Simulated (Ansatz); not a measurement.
```xyz
19

C    -0.772   -1.855    0.428
C     0.238   -0.826   -0.175
C     0.876   -1.407   -1.479
C     1.311   -0.402    0.897
C     2.140    0.833    0.405
Al    2.485   -1.820    1.512
H    -1.560   -2.109   -0.306
H    -1.260   -1.440    1.330
H    -0.255   -2.792    0.712
H    -0.344    0.078   -0.469
H     0.090   -1.678   -2.208
H     1.465   -2.317   -1.255
H     1.546   -0.667   -1.956
H     0.733   -0.043    1.778
H     2.792    1.218    1.212
H     1.478    1.664    0.086
H     2.789    0.584   -0.458
H     3.515   -1.473    2.566
H     2.398   -3.236    0.979
```

Where will the first 8 clear peaks of this molecule's radial distribution curve from gas electron diffraction lie, and which pairs make them?

Peak 1, 1.11 Å: C–H 1.11 Å (×11)
Peak 2, 1.56 Å: Al–H 1.51–1.52 Å (×2), C–C 1.56–1.58 Å (×4), not resolved
Peak 3, 1.94 Å: H···H 1.78–1.79 Å (×9), Al–C 1.94 Å, not resolved
Peak 4, 2.20 Å: C···H 2.15–2.23 Å (×14), not resolved
Peak 5, 2.60 Å: C···C 2.56–2.62 Å (×4), not resolved
Peak 6, 2.93 Å: C···H 2.78–3.04 Å (×14), Al···C 2.90–2.98 Å (×2), Al···H 2.99–3.12 Å (×4), C···C 3.19 Å, not resolved
Peak 7, 3.44 Å: Al···C 3.42–3.43 Å (×2), C···H 3.42–3.62 Å (×12), not resolved
Peak 8, 3.91 Å: Al···H 3.77–3.94 Å (×4), H···H 3.79–4.20 Å (×12), C···C 3.96 Å, C···H 4.12–4.19 Å (×4), not resolved

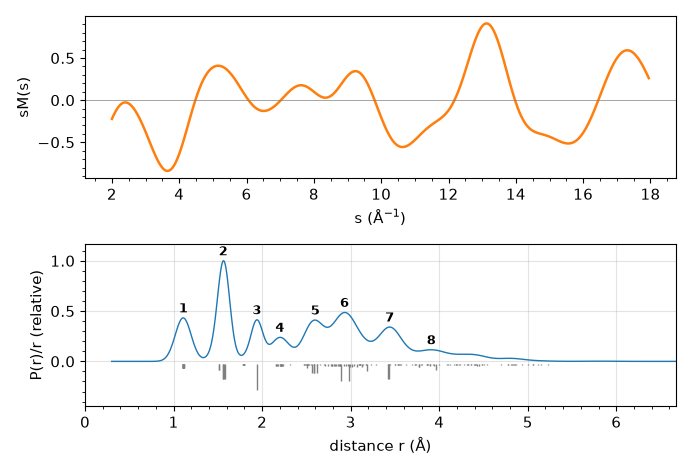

Simulated gas electron diffraction: reduced molecular intensity sM(s) from the Debye equation in the first Born approximation (top) and the radial distribution curve (bottom) of C₅H₁₃Al. Each pair of atoms contributes with weight ZᵢZⱼ/r (bars below the curve); damping constant 0.001 Å²; vibrational amplitudes assumed, not computed: 0.05 Å for bonds, 0.078 Å for bonds to H, 0.06 + 0.015 r up to 0.15 Å for other pairs. The geometry is the end point of an optimisation (RKS PBE/STO-3G in Ansatz); it may be a saddle point or a higher isomer.
